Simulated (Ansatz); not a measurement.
H5NSi···OH (doublet)

Input file:

```
crystal:
  periodic: [false, false, false]
  atoms:
    - { symbol: Si, position_ang: [0.0, 0.0, 0.0] }
    - { symbol: H, position_ang: [0.0, 0.0, 1.71] }
    - { symbol: H, position_ang: [1.3768, 0.0, -0.4862] }
    - { symbol: H, position_ang: [-0.6877, 1.1914, -0.4862] }
    - { symbol: "N", position_ang: [-0.8572, -1.4851, -0.6061] }
    - { symbol: H, position_ang: [-1.3922, -2.1014, 0.0704] }
    - { symbol: H, position_ang: [-0.8219, -1.7344, -1.6357] }
    - { symbol: O, position_ang: [0.0, 0.0, 3.02] }
    - { symbol: H, position_ang: [-0.5144, -0.8011, 3.3571] }
magnetization:
  spin_polarized: true
  initial_magnetization: 1
basis:
  gaussian: { orbitals: "6-31G*" }
hamiltonian:
  xc: pbe
relax:
  f_tol: 0.15
  max_steps: 25
  restrain:
    - { distance: [1, 7], at: 2.21, k: 30.0 }
    - { distance: [0, 1], at: 1.46, k: 30.0 }
output:
  orbitals: {}
```

Run with:

```sh
ansatz run input.yaml --threads 1 --pin off --max-ram 2048MiB --backend cpu --events-out ev --progress --plain --runs-dir out
```

The fields are those of the run's last geometry, not of the input's.

Not at a stationary point (largest force 0.8 eV/Å).

All numbers below come from Ansatz 0.2.0, UKS PBE/6-31G*.

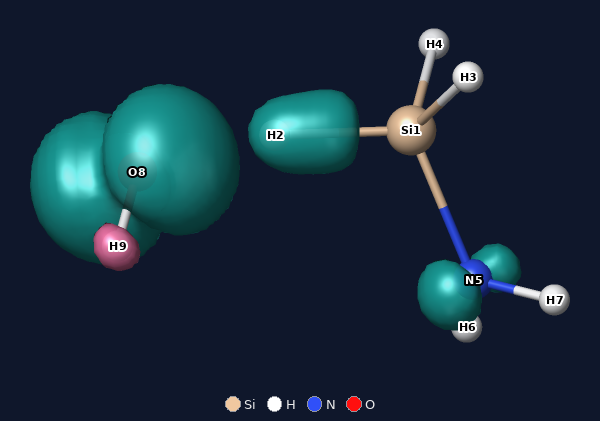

Figure 1. Isosurfaces of the spin density at +0.03 (teal) and −0.03 e/Å³ (pink), seen at a tilt.

**Where is the unpaired spin?**

The unpaired spin (1 electron) lies mostly on O8 (about 0.8), in electrons by Hirshfeld's partition.

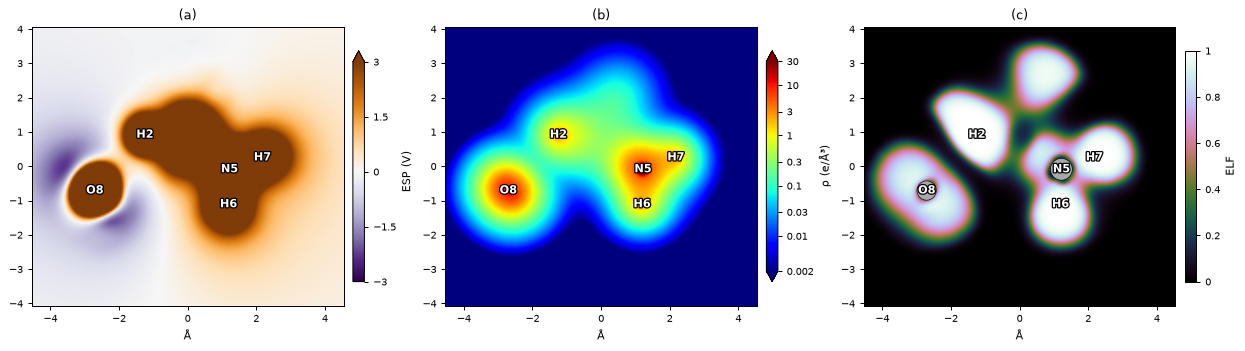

Figure 2. (a) molecular electrostatic potential; (b) total electron density; (c) electron localisation function on the plane of atoms H6, N5 and H7. Grey discs cover the atomic cores in the ELF map.

**Read the bonding off the picture.**

Atoms in the plane: H, N and O. O8···H2 (2.20 Å): the density falls to about 0.13 e/Å³ on the way; the ELF dips to about 0.10 between them. N–H (1.02 Å): ρ is about 2.7 e/Å³ halfway; the ELF climbs to about 1 towards the hydrogen, as it does in any bond to H (an ordinary covalent bond to hydrogen). The ELF also peaks beside O8, away from the bonds: non-bonding electrons, paired or unpaired. Outside the dense part of the complex the potential is most negative (−2.3 V) near O8.

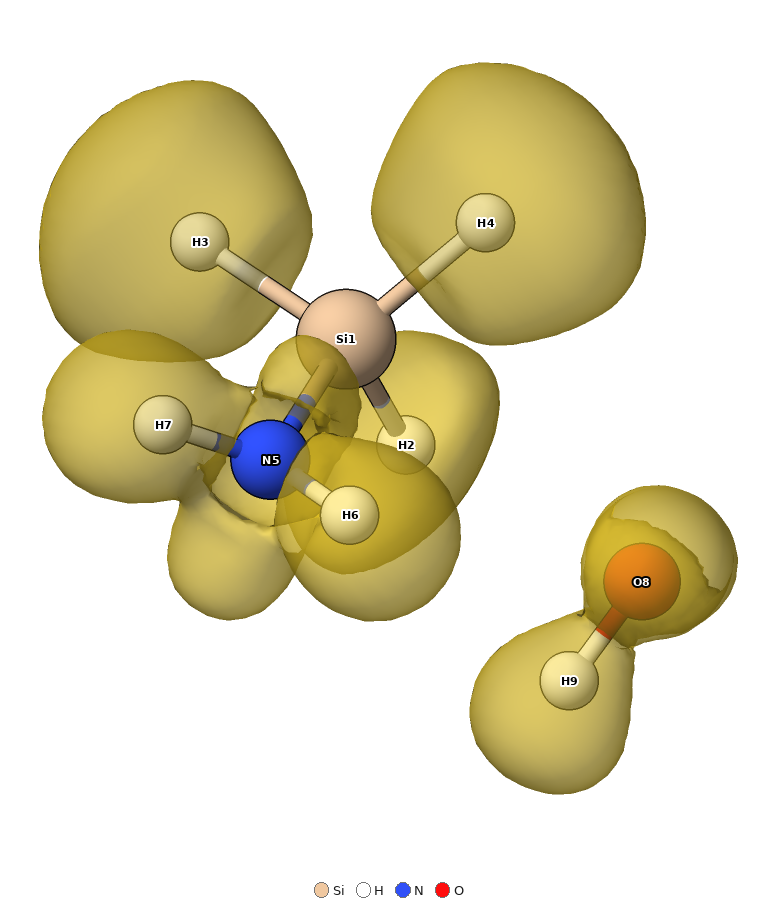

Figure 3. Isosurface of the ELF at 0.8 (yellow), seen at an oblique angle. Core shells and regions of very low density are left out.

**Where are the electrons localised?**

The ELF exceeds this value in three regions around hydrogen nuclei, one joined region spread over several atoms (H, N), in which their bonds and any lone pairs are merged and one joined region spread over several atoms (H, O), in which their bonds and any lone pairs are merged. Along the contacts the grid gives the following. Si–N (1.74 Å): the ELF peaks at about 0.90 between the atoms, as expected for a shared but strongly polarised pair.
